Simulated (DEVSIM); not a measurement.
System: Schottky contact on p-type In0.53Ga0.47As, at 300 K.

| layer (left to right) | material | thickness (μm) | Na (cm⁻³) | τn (s) | τp (s) |
|---|---|---|---|---|---|
| 1 | In0.53Ga0.47As | 16.0 | 2.5e15 | 7.2e-9 | 7.2e-9 |
| 2 | In0.53Ga0.47As | 1.20 | 6.1e17 | 7.2e-9 | 7.2e-9 |

Left contact: Schottky, work function 4.78 eV, emission velocity 1.8e6 cm/s. Right contact: ohmic. Voltage is applied to the left contact. Recombination: SRH at mid-gap. Mobility is μmin + (μ − μmin)/(1 + (N/Nref)^α).

This is a model device: material constants are rounded textbook-type values typed into the input, and sizes, dopings and lifetimes were drawn at random. Values at 300 K.

| parameter | In0.53Ga0.47As |
|---|---|
| gap (eV) | 0.74 |
| affinity (eV) | 4.51 |
| permittivity | 13.9 |
| Nc (cm⁻³) | 2.1e17 |
| Nv (cm⁻³) | 7.7e18 |
| μn (cm²/Vs) | 12000 |
| μp (cm²/Vs) | 300 |
| μn,min | 300 |
| μp,min | 10 |
| Nref,n | 1.3e17 |
| Nref,p | 4.9e17 |
| αn | 0.48 |
| αp | 0.4 |

Model (solved in DEVSIM): 1D drift-diffusion, Boltzmann statistics, complete ionisation; no tunnelling, impact ionisation, image-force lowering or self-heating. Metal contacts follow the ideal Schottky-Mott rule: no Fermi-level pinning, no interface dipoles.

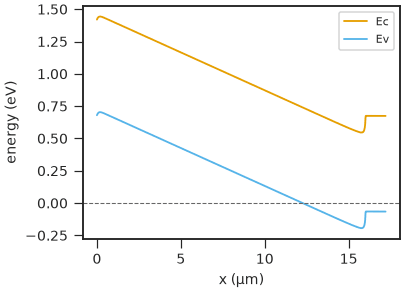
Band edges at -1.15 V on the left contact

Energies count from the Fermi level of the right contact; mesh points crowd at the junctions.

```
x (μm)   Ec (eV)  Ev (eV)  n (cm⁻³)  p (cm⁻³)  field (V/cm)
-------  -------  -------  --------  --------  ------------
0.000      1.420    0.680    3.2e12    2.2e14          3300
0.03026    1.429    0.689    2.2e12    5.1e14          2400
0.09365    1.439    0.699    1.4e12    1.2e15          1100
0.2416     1.443    0.703    9.2e11    2.2e15          -280
0.7413     1.416    0.676    8.5e11    2.5e15          -590
1.703      1.359    0.620    8.5e11    2.5e15          -590
3.719      1.241    0.501    8.4e11    2.5e15          -590
10.23      0.859    0.119    8.3e11    2.5e15          -590
13.35      0.676   -0.064    2.9e12    2.5e15          -590
14.84      0.590   -0.150    6.0e13    2.6e15          -560
15.50      0.555   -0.185    2.3e14    2.8e15          -480
15.84      0.548   -0.192    3.0e14    4.1e15           780
15.94      0.571   -0.169    1.2e14    1.1e16          5100
15.99      0.616   -0.124    2.1e13    6.3e16         19000
16.02      0.674   -0.066    2.2e12    5.9e17          1500
16.07      0.675   -0.065    2.1e12    6.1e17           ≈ 0
16.19      0.675   -0.065    1.9e12    6.1e17           ≈ 0
16.43      0.675   -0.065    1.4e12    6.1e17           ≈ 0
16.90      0.675   -0.065    5.5e11    6.1e17           ≈ 0
17.08      0.675   -0.065    2.3e11    6.1e17           ≈ 0
17.16      0.674   -0.066    7.8e10    6.1e17           ≈ 0
17.20      0.674   -0.066    980000    6.1e17           ≈ 0
```
